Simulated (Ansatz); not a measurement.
```yaml
atoms:
  - { symbol: C, position_ang: [-0.7764, 0.7169, -2.0125] }
  - { symbol: C, position_ang: [0.6624, 1.1828, -1.9644] }
  - { symbol: N, position_ang: [1.3064, 0.8820, -0.7036] }
  - { symbol: C, position_ang: [2.6661, 1.3721, -0.6164] }
  - { symbol: Sn, position_ang: [0.2013, 0.8231, 0.9602] }
  - { symbol: F, position_ang: [-0.7701, 2.4553, 1.2584] }
  - { symbol: F, position_ang: [1.5337, 0.7956, 2.3328] }
  - { symbol: N, position_ang: [-1.1532, -0.5828, 1.3457] }
  - { symbol: C, position_ang: [-2.5526, -0.2340, 1.2416] }
  - { symbol: C, position_ang: [-0.8684, -1.9602, 1.0049] }
  - { symbol: C, position_ang: [0.5989, -2.3015, 1.1447] }
  - { symbol: H, position_ang: [-1.2032, 0.8899, -3.0018] }
  - { symbol: H, position_ang: [-0.8551, -0.3519, -1.7944] }
  - { symbol: H, position_ang: [-1.4033, 1.2702, -1.3018] }
  - { symbol: H, position_ang: [0.7035, 2.2619, -2.1835] }
  - { symbol: H, position_ang: [1.2320, 0.6850, -2.7623] }
  - { symbol: H, position_ang: [3.2818, 0.8850, -1.3829] }
  - { symbol: H, position_ang: [2.7384, 2.4583, -0.7725] }
  - { symbol: H, position_ang: [3.0973, 1.1390, 0.3577] }
  - { symbol: H, position_ang: [-2.9634, -0.4047, 0.2340] }
  - { symbol: H, position_ang: [-3.1356, -0.8445, 1.9418] }
  - { symbol: H, position_ang: [-2.7103, 0.8134, 1.5020] }
  - { symbol: H, position_ang: [-1.4576, -2.5970, 1.6798] }
  - { symbol: H, position_ang: [-1.2110, -2.2006, -0.0166] }
  - { symbol: H, position_ang: [0.7664, -3.3630, 0.9541] }
  - { symbol: H, position_ang: [1.2094, -1.7500, 0.4192] }
  - { symbol: H, position_ang: [0.9607, -2.0710, 2.1493] }
```

Geometry: PBE0-D4/def2-TZVP; core potentials replace the inner electrons of Sn.

These are results of Ansatz 0.2.0, RKS PBE0-D4/def2-TZVPP, not measurements.

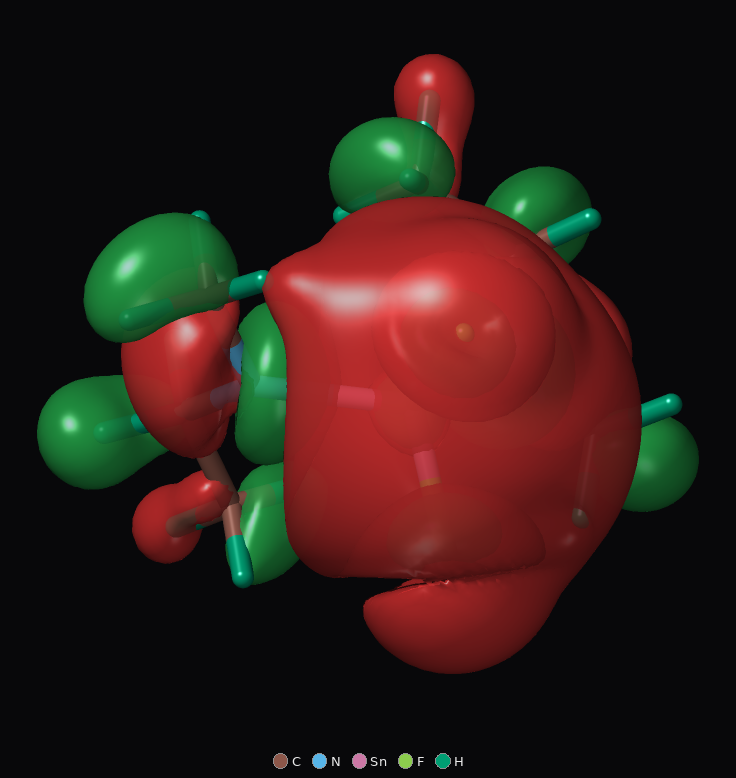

C₆H₁₆F₂N₂Sn (SMILES CC[N](C)[Sn]([F])([F])[N](C)CC). One frontier orbital at ±0.04 Å⁻³ᐟ² (green and red are the two phases), seen at a tilt.

Which orbital is it: HOMO or LUMO?

The LUMO, at −0.99 eV. By Hirshfeld shares it lies mainly on Sn5 (about 40 %), N3 (about 10 %), N8 (about 10 %), F6 (about 10 %) and F7 (about 10 %).
